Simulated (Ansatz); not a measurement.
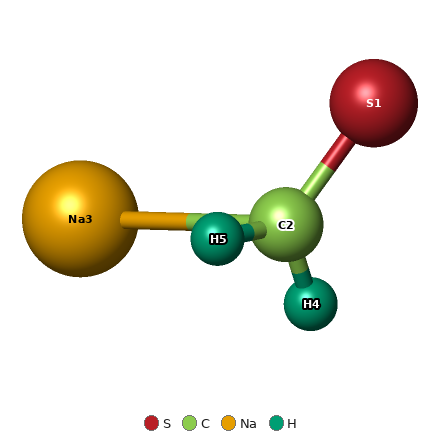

The system is CH₂NaS, SMILES [Na][CH2][S-], charge −1; the picture shows the reference structure. The first coordinate is: angle S1–C2–Na3; the second: angle H5–C2–H4. Nothing is relaxed (all other coordinates rigid). Grid: 15 × 15 points. Points are written as (first, second). All energies are given in kcal/mol relative to the lowest grid point. Theory: RKS PBE0-D4/def2-TZVPD (Ansatz).

Its coordinates:

```xyz
5

S     1.7948    0.7581   -0.1965
C     0.4481   -0.1424    0.2114
Na   -2.0947    0.6742   -0.9948
H     0.2355   -1.0930   -0.2748
H    -0.0807    0.0245    1.1483
```

Range: angle S1–C2–Na3 from 71.7 to 161.7°; angle H5–C2–H4 from 70.0 to 160.0°.

> What will the energy surface look like?

The lowest grid point is at (116.7°, 115.0°). No other kind of well shows on this grid. The highest grid point, (78.1°, 70.0°), lies 50.1 kcal/mol above the lowest. Round the minimum the two coordinates are weakly coupled (coupling 0.07 in units of the two stiffnesses).

```
angle H5–C2–H4 ↓, angle S1–C2–Na3 →  71.7  78.1  84.5  91.0  97.4  103.8  110.2  116.7  123.1  129.5  136.0  142.4  148.8  155.2  161.7
                              160.0  46.5  45.8  44.9  43.5  41.9   40.6   39.6   38.8   38.3   38.0   38.0   38.3   39.0   40.2   41.7
                              153.6  38.0  36.8  35.4  33.7  31.9   30.6   29.7   29.1   28.9   29.0   29.6   30.5   31.8   33.6   35.9
                              147.2  30.5  28.8  27.0  25.0  23.1   21.7   20.9   20.5   20.5   21.0   21.9   23.3   25.2   27.6   30.5
                              140.8  23.9  22.0  20.0  17.8  15.8   14.3   13.5   13.2   13.4   14.2   15.4   17.2   19.4   22.2   25.7
                              134.3  18.5  16.6  14.4  12.1   9.9    8.5    7.7    7.4    7.7    8.6   10.0   12.0   14.6   17.7   21.5
                              127.9  14.6  12.8  10.4   8.0   5.9    4.4    3.5    3.3    3.7    4.6    6.1    8.2   10.9   14.2   18.2
                              121.5  12.2  10.5   8.1   5.7   3.5    1.9    1.1    0.8    1.2    2.1    3.6    5.8    8.5   11.9   16.0
                              115.0  11.3   9.7   7.4   5.0   2.7    1.2    0.3    0.0    0.3    1.1    2.6    4.7    7.4   10.8   14.9
                              108.6  12.0  10.6   8.3   5.9   3.7    2.1    1.2    0.8    1.0    1.8    3.1    5.1    7.7   10.9   15.0
                              102.2  14.2  13.1  10.9   8.6   6.4    4.8    3.8    3.3    3.4    4.0    5.2    6.9    9.3   12.4   16.3
                               95.8  18.0  17.2  15.2  12.9  10.8    9.1    8.0    7.5    7.4    7.8    8.7   10.3   12.5   15.3   19.0
                               89.3  23.4  23.1  21.2  19.1  16.9   15.2   14.1   13.3   13.1   13.3   14.0   15.3   17.2   19.8   23.2
                               82.9  30.4  30.4  28.8  26.8  24.7   23.0   21.7   20.8   20.3   20.3   20.7   21.7   23.3   25.6   28.8
                               76.5  38.9  39.4  38.0  36.1  34.0   32.3   30.9   29.9   29.2   28.9   29.1   29.7   31.1   33.1   35.9
                               70.0  49.1  50.1  48.8  47.1  45.1   43.3   41.8   40.6   39.7   39.2   39.1   39.5   40.5   42.1   44.7
```

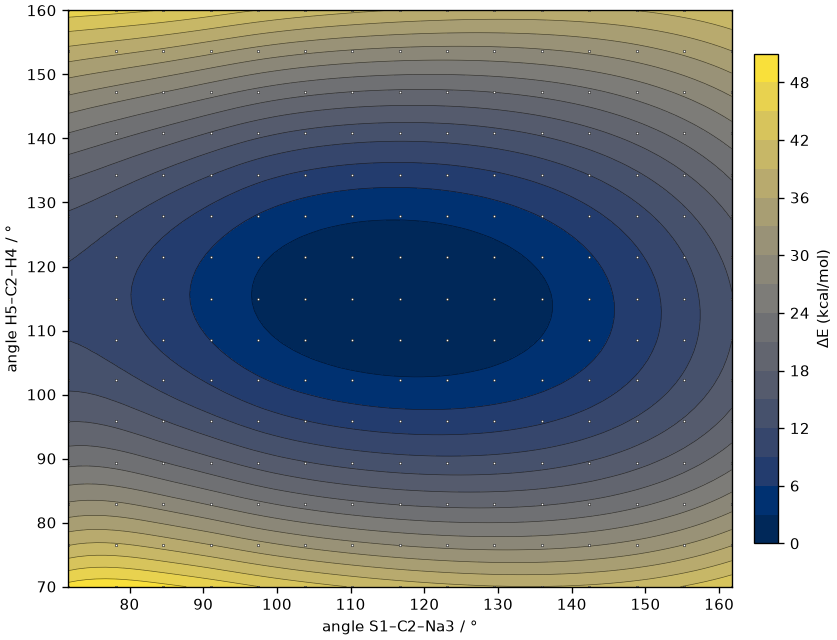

In the figure: filled contours, dots at the grid points. Between grid points the surface is interpolated.

Each point was launched as `ansatz run input.yaml --threads 1 --pin off --max-ram 2560MiB --backend cpu --events-out ev --progress --plain --runs-dir out`. The whole map (225 points run) took 23 min on 1 thread of Arm Neoverse V2, with other jobs on the host.
